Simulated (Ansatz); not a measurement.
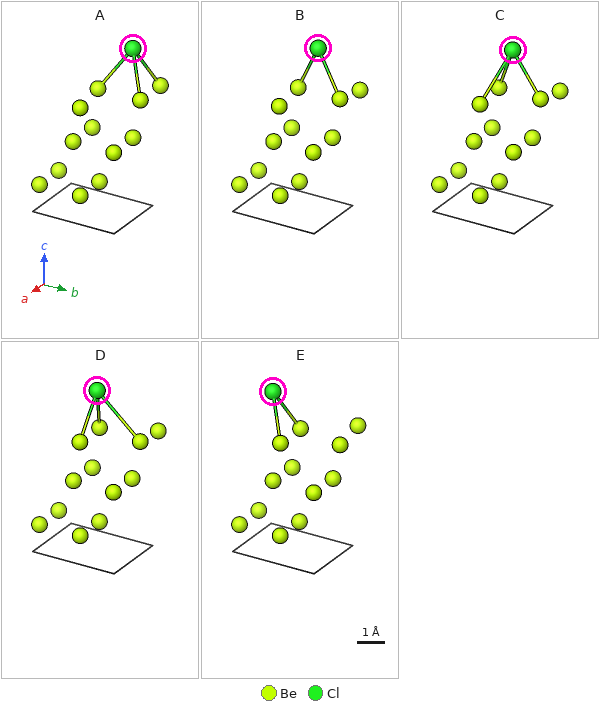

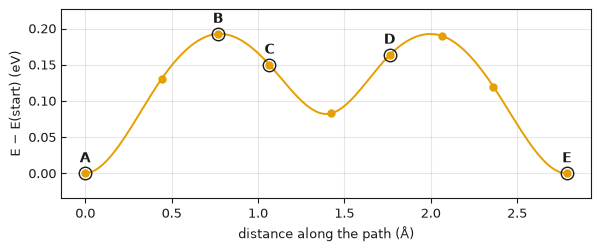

A nudged-elastic-band calculation for Cl on Be(0001) (13 atoms in the cell). Images are numbered from 0 (start) to 8 (end). Frames A to E are images 0, 2, 3, 5, 8. The picture is a ball-and-stick view of the simulation cell, with the vacuum cut short (origin moved), seen slightly off an axis. The moving atom is ringed, with any periodic copies. Bonds to atoms that aren't drawn are left out.

All numbers below come from Ansatz 0.2.0, DFT PBE-D3(BJ), scalar-relativistic, plane waves, PAW. Settings: plane-wave cutoff 420 eV; k-point mesh 4 × 4 × 1; Fermi-Dirac smearing 0.1 eV; 4 atoms held fixed; 7 movable images; climbing image; force threshold 0.05 eV/Å; iteration limit 49; optimiser L-BFGS; starting path by image-dependent pair potential.

**Read off the barrier and say what moves.**

The adsorbate starts on a top site and hops by a lattice vector of the surface; other mechanisms, such as exchange with a surface atom, weren't searched. The path has more than one stage, and so few images may leave a stage unresolved. The Cl atom travels furthest, 2.29 Å from end to end, on a path that bends up to 0.62 Å away from the straight line. At the highest image its nearest neighbour (Be) is 2.10 Å away, against 2.15 Å at the start, and the surrounding atoms stand up to 0.18 Å off the mean of their end positions. The barrier is about 0.193 eV in both directions, with image 2 at the top; the ends have the same energy. The profile has 2 maxima (images 2, 6) with a dip at image 4 (+0.083 eV), so the process runs in steps. The band converged in 25 iterations. The largest component of the band force went from 0.85 to 0.047 eV/Å. The climbing image converged on the top of the path. A check of its curvatures found one unstable direction (−1.1 eV/Å²), as a transition state must have.

Limits of the set-up: the cell has an odd number of electrons but was run without spin polarisation; the periodic images lie only 4.6 Å apart, so the values are limited by the cell's size.

Cost: 12 min on 1 thread of Intel(R) Xeon(R) Platinum 8375C CPU @ 2.90GHz (Ice Lake) (shared host), peak memory 0.75 GiB.
